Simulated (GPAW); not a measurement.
**Dielectric function and optical constants of Os**

Aim: the dielectric function of Os, and the optical constants that follow from it.

Method: DFT, PBE, plane-wave PAW (GPAW data sets), scalar-relativistic, RPA, optical limit, in GPAW 26.7.0.

## (1) The starting structure

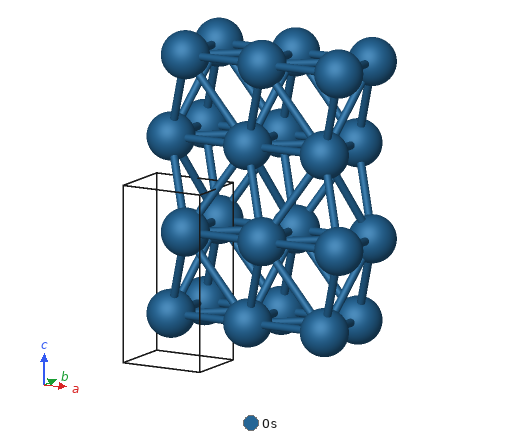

Start, viewed slightly off an axis; osmium blue. 3×2×2 cells are drawn.

Structure file:

```xyz
2
Lattice="2.7341 0.0000 0.0000 -1.3671 2.3678 0.0000 0.0000 0.0000 4.3197" Properties=species:S:1:pos:R:3 pbc="T T T"
Os    1.3671    0.7893    3.2398
Os    0.0000    1.5785    1.0799
```

## (2) Bands for the response

At the fixed density, many empty bands are solved on the mesh of the response, since the spectrum sums over them.

This step: DFT, PBE, plane-wave PAW (GPAW data sets), scalar-relativistic, bands at fixed density (GPAW 26.7.0).

nscf.py reads:

```python
from ase.dft.bandgap import bandgap
from gpaw import GPAW, FermiDirac

calc = GPAW('gs.gpw').fixed_density(kpts={'size': (18, 18, 10), 'gamma': True}, nbands=36, convergence={'bands': 30},
                                    occupations=FermiDirac(0.05), txt='nscf.txt')
print('gap (eV)', bandgap(calc, output=None)[0])
print('direct gap (eV)', bandgap(calc, direct=True, output=None)[0])
print('top band over the Fermi level (eV)', min(calc.get_eigenvalues(kpt=k)[29] for k in range(len(calc.get_ibz_k_points()))) - calc.get_fermi_level())
calc.write('full.gpw', mode='all')
```

Run with:

```
> OMP_NUM_THREADS=1 python nscf.py
```

Numbers of over 12 decimals in the logs are rounded to 6 here.

The program printed:

```text
Diagonalizing LCAO Hamiltonian
Converting LCAO to pw mode
convergence criteria:
- Maximum integral of absolute [eigenst]ate change: 4e-08 eV^2 / valence electron
maximum number of iterations: 150

SCF iterations
|iter     |      energy | eigst |  dens |
|iter:   1||             | +2.73 |       |
|iter:   2||             | +0.72 |       |
|iter:   3||             | -0.69 |       |
|iter:   4||             | -2.01 |       |
|iter:   5||             | -3.24 |       |
|iter:   6||             | -4.70 |       |
|iter:   7||             | -5.81 |       |
|iter:   8||             | -6.59 |       |
|iter:   9||             | -7.21 |       |
|iter:  10||             | -7.59c|       |
SCF steps: 10
  __  _  _
 | _ |_)|_||  |
 |__||  | ||/\| - 26.7.0

Versions:
  Python: 3.12.14
  ASE:    3.29.0
  Numpy:  2.5.5
  Scipy:  1.18.1
  Libxc:  7.0.0

Input parameters:
  mode=PW(ecut=500.0),
  convergence={'bands': 30},
  gpts=array([15, 15, 24]),
  kpts=MonkhorstPack(size=(18, 18, 10), gamma=True),
  maxiter=150,
  nbands=36,
  occupations=Occupations(name='fermi-dirac', width=0.05, fixmagmom=False),
  parallel={},
  xc=XC(name='PBE')

--- standard output ---
gap (eV) 0.0
direct gap (eV) 0.0
top band over the Fermi level (eV) 27.174132
```

Run time: 2.2 min. Hardware: 1 thread of Intel Xeon at 2.70GHz, shared host; peak memory 0.32 GiB.

## (3) Dielectric function, RPA

Transitions between filled and empty bands, summed over the zone, give the optical response, so mesh, band count and broadening shape it.

The induced potential is part of this response.

This step: DFT, PBE, plane-wave PAW (GPAW data sets), scalar-relativistic, RPA, optical limit (GPAW 26.7.0).

df.py reads:

```python
from gpaw.response.df import DielectricFunction

df = DielectricFunction('full.gpw', frequencies={'type': 'nonlinear', 'domega0': 0.03, 'omega2': 8},
                        ecut=50,
                        eta=0.15,
                        nbands=30,
                        rate=0.05,
                        txt='df.txt')
for direction in ['x', 'z']:
    df.get_dielectric_function(xc='RPA', direction=direction, filename=f'df_{direction}.csv')
```

Run with:

```
> OMP_NUM_THREADS=1 python df.py
```

The program printed:

```text
Using integrator: PointIntegrator
NonLinearFrequencyDescriptor(from 0.000 to 78.754 eV, 518 points)
Nonperiodic BCs:  [False False False]
Using integrator: PointIntegrator
NonLinearFrequencyDescriptor(from 0.000 to 78.754 eV, 518 points)
Nonperiodic BCs:  [False False False]
Using integrator: PointIntegrator

Calculating chi0 body with:
    Ground state adapter containing:
    Number of spins: 1
    Number of kpoints: 3240
    Number of irreducible kpoints: 330
    Number of completely occupied states: 12
    Number of partially occupied states: 16

    Linear response parametrization:
    q_c: [0.0, 0.0, 0.0]
    Number of frequency points: 518
    Planewave cutoff: 50.0
    Number of bands: 30
    Number of planewaves: 23
    Broadening (eta): 0.15

Integrating chi0 body.

Symmetries of q_c:
    Direct symmetries (Uq -> q): 12
    Indirect symmetries (TUq -> q): 0
In total 12 allowed symmetries.

330 groups of equivalent kpoints. 89.814815% reduction.

Integral kind: spectral function

Calculating chi0 optical extensions with:
    Ground state adapter containing:
    Number of spins: 1
    Number of kpoints: 3240
    Number of irreducible kpoints: 330
    Number of completely occupied states: 12
    Number of partially occupied states: 16

    Linear response parametrization:
    Number of frequency points: 518
    Planewave cutoff: 50.0
    Number of bands: 30
    Number of planewaves: 23
    Broadening (eta): 0.15
Integrating chi0 head and wings.

Symmetries of q_c:
    Direct symmetries (Uq -> q): 12
    Indirect symmetries (TUq -> q): 0
In total 12 allowed symmetries.

330 groups of equivalent kpoints. 89.814815% reduction.

Integral kind: spectral function wings

Calculating drude chi0 with:
    Number of frequency points:518
    Plasma frequency decay rate: 0.05 eV

    Ground state adapter containing:
    Number of spins: 1
    Number of kpoints: 3240
    Number of irreducible kpoints: 330
    Number of completely occupied states: 12
    Number of partially occupied states: 16

Symmetries of q_c:
    Direct symmetries (Uq -> q): 12
    Indirect symmetries (TUq -> q): 0
In total 12 allowed symmetries.

330 groups of equivalent kpoints. 89.814815% reduction.

Integral kind: intraband
Plasma frequency:
[[5.59-0.j 0.  +0.j 0.  +0.j]
 [0.  +0.j 5.59-0.j 0.  -0.j]
 [0.  +0.j 0.  -0.j 7.63-0.j]]
```

Elapsed: 66 s, on 1 thread; peak memory 0.22 GiB.

Some rows of df_x.csv (energy; Re and Im without local fields; Re and Im with them):

```text
0.000000, 12530.435841, -0.000000, 12530.349433, -0.000000
0.460735, -112.577737, 40.143691, -112.617702, 40.110131
0.943989, -9.072232, 13.416307, -9.081111, 13.404592
1.451455, 8.968915, 8.216393, 8.950105, 8.213827
1.984998, 22.994081, 11.951105, 22.972294, 11.965514
2.546682, 26.783653, 30.780207, 26.896975, 30.806232
3.138794, 2.871916, 34.438210, 2.820999, 34.730696
3.763875, -1.759029, 25.875181, -2.015517, 25.899140
4.424758, -10.156646, 19.728443, -10.159743, 19.520918
5.124608, -9.065352, 11.812757, -8.941704, 11.734109
5.866977, -5.516075, 8.030290, -5.392379, 8.092868
6.655862, -4.852949, 5.778761, -4.934615, 5.845449
7.495775, -3.119087, 3.396542, -3.179588, 3.428421
8.391833, -1.340150, 3.150554, -1.395995, 3.173524
9.349861, -0.282061, 3.399435, -0.321128, 3.440243
10.376517, -0.269097, 4.094956, -0.313956, 4.180720
11.479449, -1.398433, 2.982869, -1.531198, 3.077548
12.667487, -0.665334, 2.205209, -0.899945, 2.267442
13.950874, -0.273260, 2.112220, -0.467373, 2.136652
```

The Im ε has structure finer than the step of the table below, so its rows give means over 1 eV, whole bins alone (the curve runs from 0.305 to 14.0 eV). Peaks (eV: height): E ∥ x 2.8: 39.3; E ∥ z 1.3: 47.1, 2.7: 33.5.

Sum at mesh points, not converged in k. Im ε against photon energy; means over each step:

```csv
photon energy (eV),E ∥ x,E ∥ z
1,14.1,36.7
2,14.1,19.0
3,34.1,26.2
4,24.5,16.7
5,12.7,14.9
6,7.55,7.41
7,4.74,4.88
8,3.30,3.41
9,3.28,3.76
10,3.84,4.19
11,3.90,4.06
12,2.78,3.21
13,2.32,2.83
```

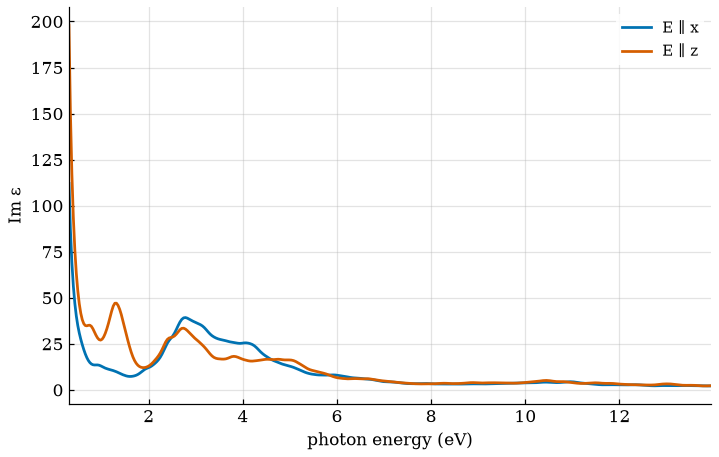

Im ε, plotted against photon energy.

Values under 1 per cm are given as 1; sum at mesh points, not converged in k. Table of absorption coefficient by photon energy:

```csv
photon energy (eV),E ∥ x (1/cm),E ∥ z (1/cm)
1.01,3.2e5,5.0e5
1.99,2.4e5,4.3e5
3.02,1.2e6,1.2e6
3.98,1.5e6,1.3e6
4.98,1.8e6,1.7e6
6.02,1.7e6,1.7e6
6.99,1.6e6,1.7e6
8.03,1.4e6,1.3e6
9.02,1.3e6,1.4e6
10.03,1.4e6,1.4e6
11.03,1.9e6,1.9e6
12.02,1.7e6,1.9e6
13.00,1.6e6,1.9e6
```

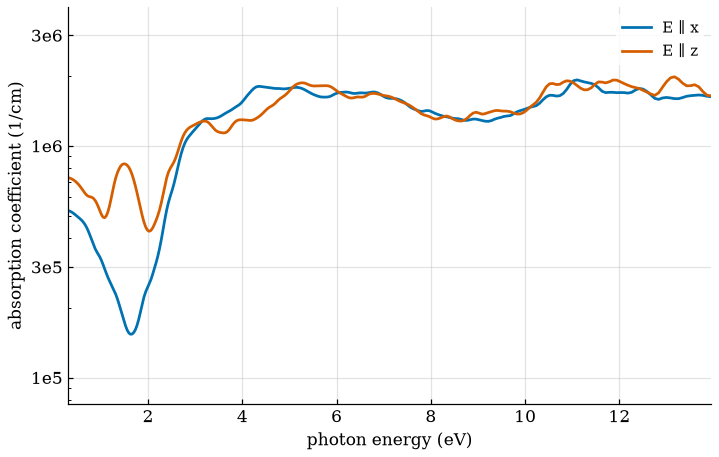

Absorption coefficient against photon energy.

The loss function −Im 1/ε at q → 0 has structure finer than the step of the table below, so its rows give means over 0.5 eV, whole bins alone (the curve runs from 0.305 to 14.0 eV). Peaks (eV: height): E ∥ x 1.18: 0.0896, 9.15: 0.301; E ∥ z 1.91: 0.0823, 8.58: 0.275, 12.75: 0.355.

Sum at mesh points, not converged in k. Table of loss function −Im 1/ε at q → 0 by energy loss; means over each step:

```csv
energy loss (eV),E ∥ x,E ∥ z
1.0,0.0598,0.0206
1.5,0.0492,0.0253
2.0,0.0174,0.0596
2.5,0.0180,0.0309
3.0,0.0263,0.0352
3.5,0.0358,0.0538
4.0,0.0382,0.0580
4.5,0.0423,0.0593
5.0,0.0525,0.0543
5.5,0.0702,0.0592
6.0,0.0850,0.0764
6.5,0.0957,0.104
7.0,0.114,0.115
7.5,0.161,0.162
8.0,0.220,0.237
8.5,0.272,0.263
9.0,0.294,0.253
9.5,0.283,0.261
10.0,0.261,0.248
10.5,0.242,0.202
11.0,0.224,0.228
11.5,0.271,0.250
12.0,0.322,0.268
12.5,0.347,0.332
13.0,0.408,0.305
13.5,0.414,0.355
```

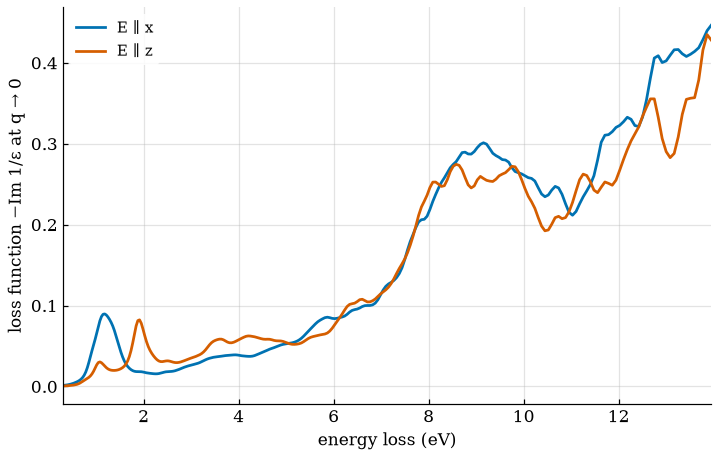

Loss function −Im 1/ε at q → 0, plotted against energy loss.

The reflectivity at normal incidence has structure finer than the step of the table below, so its rows give means over 1 eV, whole bins alone (the curve runs from 0.305 to 14.0 eV). Peaks (eV: height): E ∥ x 4.4: 65.1, 11.4: 38.9; E ∥ z 1.6: 74.4, 3.2: 62.4, 5.9: 64.5, 11.0: 38.4, 13.3: 35.8.

Sum at mesh points, not converged in k. The reflectivity at normal incidence by photon energy; means over each step:

```csv
photon energy (eV),E ∥ x (%),E ∥ z (%)
1,60.8,78.2
2,46.2,55.1
3,59.7,60.2
4,61.3,54.0
5,64.1,59.2
6,58.4,61.2
7,56.8,55.5
8,43.5,41.3
9,30.9,31.3
10,28.7,29.2
11,35.4,35.9
12,33.8,35.7
13,29.0,31.7
```

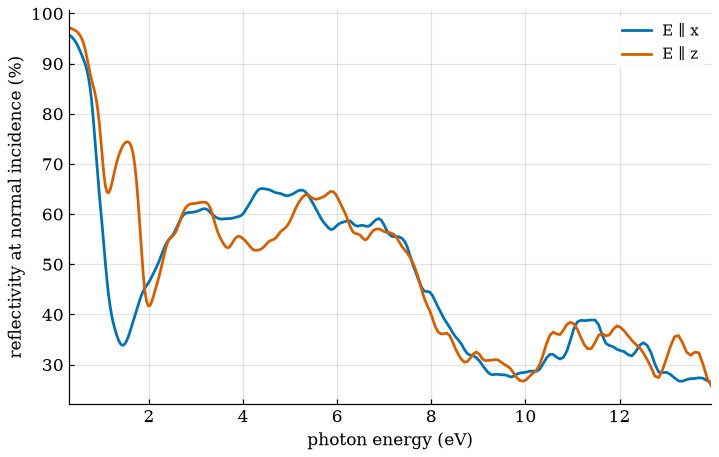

Reflectivity at normal incidence, plotted against photon energy.

Sum at mesh points, not converged in k. Im ε, E ∥ x against photon energy; read off at these points:

```csv
photon energy (eV),without local fields,with local fields
1.0,12.8,12.8
2.0,12.1,12.1
2.8,39.0,39.1
3.0,36.3,36.6
4.0,25.5,25.4
5.0,13.0,12.8
6.0,7.82,7.97
7.0,4.42,4.46
8.0,3.29,3.32
9.0,3.21,3.25
10.0,3.75,3.81
11.0,4.26,4.37
12.0,2.69,2.77
13.0,2.31,2.33
```

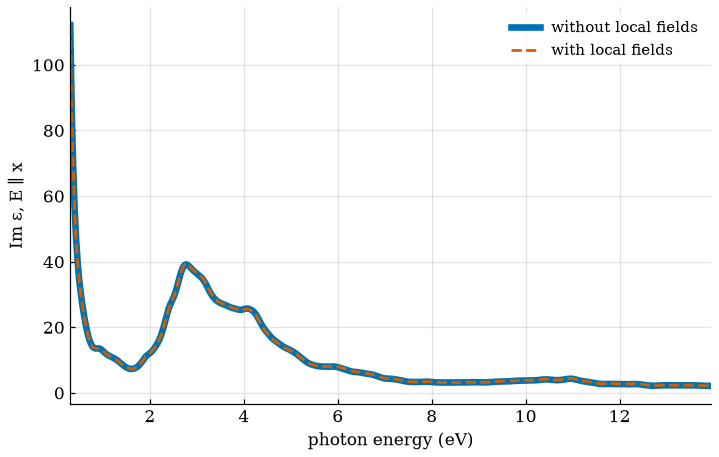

Im ε, E ∥ x, plotted against photon energy.

At chosen wavelengths:

```csv
wavelength (nm),n x,k x,R (%) x,1/α x,n z,k z,R (%) z,1/α z
1550,1.42,4.867,80.7,25 nm,2.28,7.402,86.1,17 nm
1064,2.46,2.250,42.3,38 nm,4.22,4.530,64.7,19 nm
800,3.61,1.029,35.3,62 nm,2.60,5.262,74.4,12 nm
532,5.78,1.905,53.4,22 nm,4.56,2.689,52.2,16 nm
365,3.75,3.810,59.5,7.6 nm,2.54,3.444,58.3,8.4 nm
308,3.31,3.855,60.4,6.4 nm,2.58,3.172,54.9,7.7 nm
193,1.24,2.588,57.6,5.9 nm,1.23,2.492,56.1,6.2 nm
```

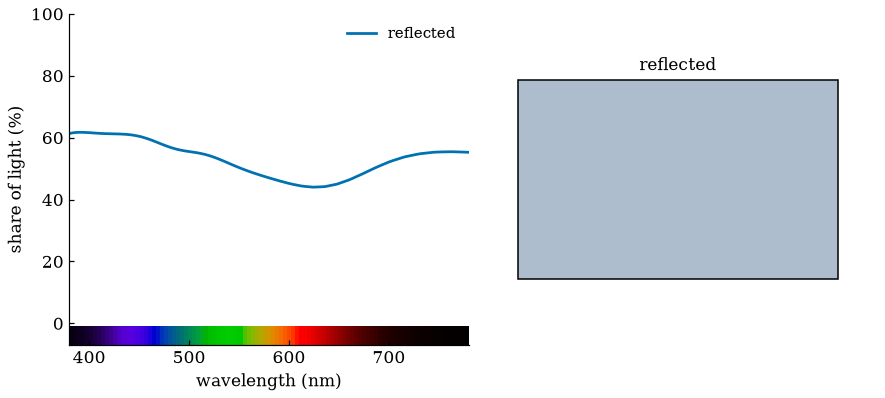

Light reflected across the visible range, with the colour that it makes of daylight (sRGB).

In reflection the computed colour is faintly blue: x = 0.289, y = 0.310, luminous reflectivity 50 %.

## (4) What came out

At this level (PBE, RPA) Os is a metal. The mesh is too coarse to trust the carriers' weight, the reflectivity or the colour to better than tens of per cent. In reflection the computed colour is faintly blue: x = 0.289, y = 0.310, luminous reflectivity 50 %. The carriers' damping of 0.05 eV is typed, not computed; it shapes the response at the lowest energies. Spin-orbit coupling is left out although heavy atoms are present. In this version of GPAW the matrix elements of the optical limit are incomplete, which can lower ε − 1 by up to a tenth where first-row anions or d states rule, and shift it by more in d metals. GPAW's carrier term has the form −ωp²/(ω + i·rate)², which damps like twice the rate and fails at low energy, so the curves leave the lowest energies out. The sum runs over mesh points 0.15 Å⁻¹ apart with no interpolation, so peaks are partly noise of the mesh, and the Drude plasma energy, a sum over the Fermi surface, isn't converged.

[Machine, clock and banner lines and Python warnings are left out of the logs.]

[Logs are printed without paths, hosts, clocks, repeated set-up lines and the standing remarks that a program may print on its own settings, such as how far it seeks lower states.]

[Hosts, paths, dates, database ids (printed as entryN), source tags and the programs' standing remarks are cut or masked in the printed files.]
